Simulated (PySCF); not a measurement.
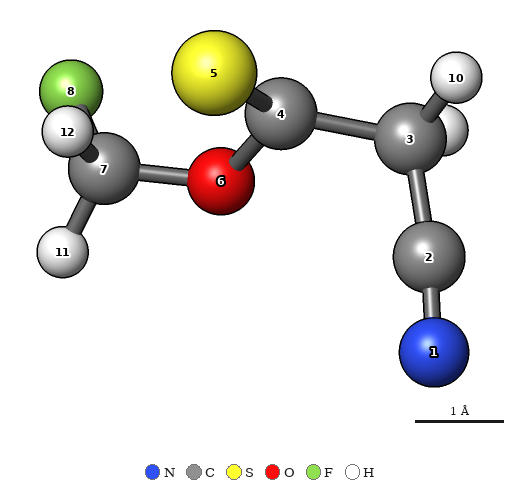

Fig. 1: The structure (ball-and-stick view, seen at a tilt; atoms are numbered from 1 in the order of the input).

EPR calculation of C4H4FNOS (charge −1)

System: C4H4FNOS, charge −1, multiplicity 2, SMILES [N-]=[C]CC(=S)OCF.
Method: UKS B3LYP, pcH-1 on C F H N O S, non-relativistic, mean-field spin-orbit, GIAO (PySCF 2.14.0).

It belongs to a series of runs on one base structure; here: electron added.

The program's output:
```
UKS, coarse grid
  cycle   1  E = -782.71146416  |g| = 6.06e-01
  cycle   2  E = -782.47093284  |g| = 1.01e+00
  cycle   3  E = -782.83177907  |g| = 2.28e-01
  cycle   4  E = -782.85227552  |g| = 8.24e-02
  cycle   5  E = -782.85472225  |g| = 2.25e-02
  cycle   6  E = -782.85493195  |g| = 5.78e-03
  cycle   7  E = -782.85494113  |g| = 3.67e-03
  cycle   8  E = -782.85494666  |g| = 8.44e-04
UKS, final grid
  cycle   1  E = -782.85497690  |g| = 1.18e-03
  cycle   2  E = -782.85497563  |g| = 2.14e-03
  cycle   3  E = -782.85497750  |g| = 1.85e-04
  cycle   4  E = -782.85497752  |g| = 6.98e-05
  cycle   5  E = -782.85497752  |g| = 9.26e-05
  cycle   6  E = -782.85497752  |g| = 1.41e-05
E = -782.85497752 Eh   <S^2> = 0.7542 (exact 0.7500)
g shifts (ppm)      1          2          3
  rmc          -203       -203       -203
  gc              2         38         30
  oz_so        -454       4978       7544
  total        -655       4813       7371
hyperfine (MHz)  atom isotope    a_iso     a_fc   dipolar eigenvalues
    0   14N       2.39       2.40     -2.07     -1.28      3.35
    1   13C      65.10      65.12     -3.48     -2.66      6.14
    2   13C      -0.79      -0.80     -1.40     -1.04      2.44
    3   13C     173.08     172.93    -63.47    -61.80    125.26
    4   33S       5.83       5.81    -29.10    -24.53     53.63
    5   17O      -9.07      -8.93    -24.72     11.21     13.51
    6   13C       2.01       2.01     -1.34      0.01      1.32
    7   19F      62.34      62.18    -14.26    -11.45     25.71
    8    1H      33.54      33.54     -5.00     -3.42      8.42
    9    1H      14.12      14.11     -4.57     -3.48      8.05
   10    1H       3.77       3.77     -2.08     -1.54      3.62
   11    1H      -1.53      -1.53     -3.36     -2.01      5.36
```

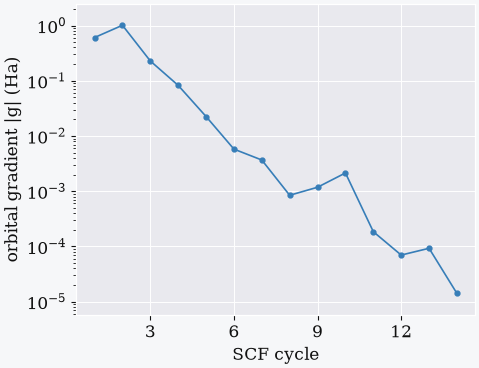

Fig. 2: Convergence of the self-consistent field: orbital gradient |g| against the SCF cycle. All cycles printed in the log are drawn one after another.

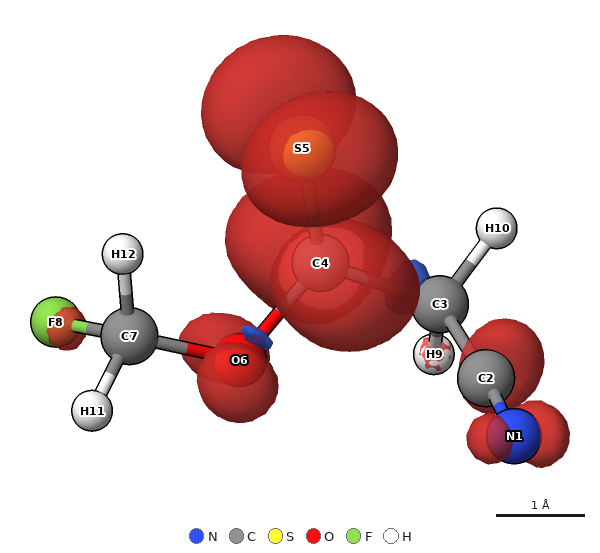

Fig. 3: Isosurfaces of the spin density at +0.02 (red) and −0.02 e/Å³ (blue), seen at a tilt. The unpaired spin (1 electron) lies mostly on C4 (about 0.5) and S5 (about 0.3), in electrons by Hirshfeld's partition.

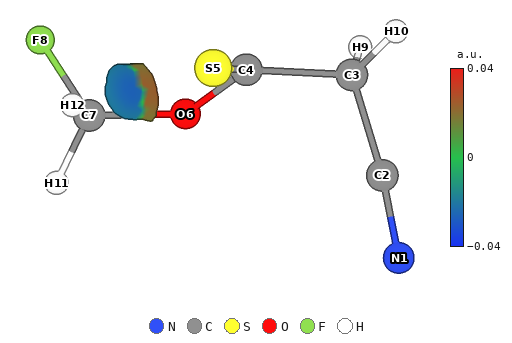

Fig. 4: Non-covalent interaction (NCI) plot: the surface where the reduced density gradient is 0.4, for densities under 0.05 a.u., coloured by sign(λ₂)ρ; seen at a tilt.

This output came from the following input.

The input:
```
{"job": {"kind": "epr", "basis": "pcH-1"}, "charge": -1, "multiplicity": 2}
N     -2.320567     1.797597    -0.914028
C     -2.069992     0.790354    -0.411449
C     -1.620136    -0.418025     0.227268
C     -0.169933    -0.243268     0.598349
S      0.303740     0.557756     1.998754
O      0.636988    -0.217531    -0.598474
C      1.956745    -0.052838    -0.423190
F      2.642858    -1.276044    -0.501940
H     -1.737703    -1.261572    -0.464433
H     -2.199542    -0.594418     1.136933
H      2.377060     0.550782    -1.240487
H      2.201681     0.366521     0.566670
```

The first line tells a small driver script what to run in PySCF; the rest is the geometry in Å.

Launched with:
```bash
OMP_NUM_THREADS=1 python <driver script> task.json out
```

Summary:

```tsv
quantity	value
outcome	converged
total energy	−782.854978 hartree
⟨S²⟩	0.754
isotropic g	2.0062
hardware	1 CPU thread, shared host
wall time	68 s
peak memory	0.9 GiB
```
